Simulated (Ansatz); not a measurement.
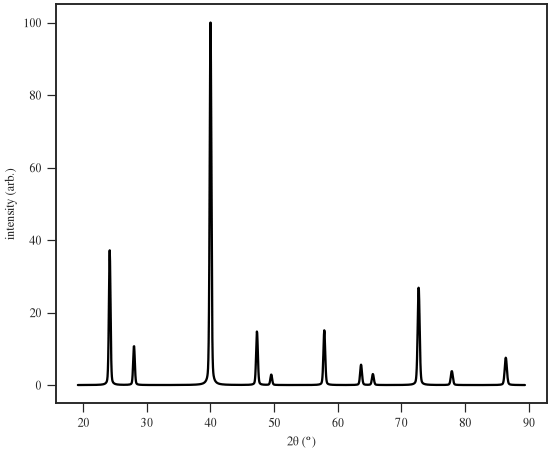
Simulated powder pattern, Cu Kα1, λ = 1.54056 Å

The pattern belongs to a structure relaxed with the program Ansatz at the PBE level (PAW).

Task: Which compound is it?
A) Mg2Si, fluorite or antifluorite type
B) SnO2, rutile
C) TiS2, CdI2 type
D) TiSi2, Cmcm (Ti on 4c, Si on 4c, Si on 4c)

Result: A, Mg2Si, fluorite or antifluorite type

Space group Fm-3m (fluorite or antifluorite type). The cell was relaxed with PBE under the symmetry of its start.

Potentials: the earlier of the program's two PAW sets.
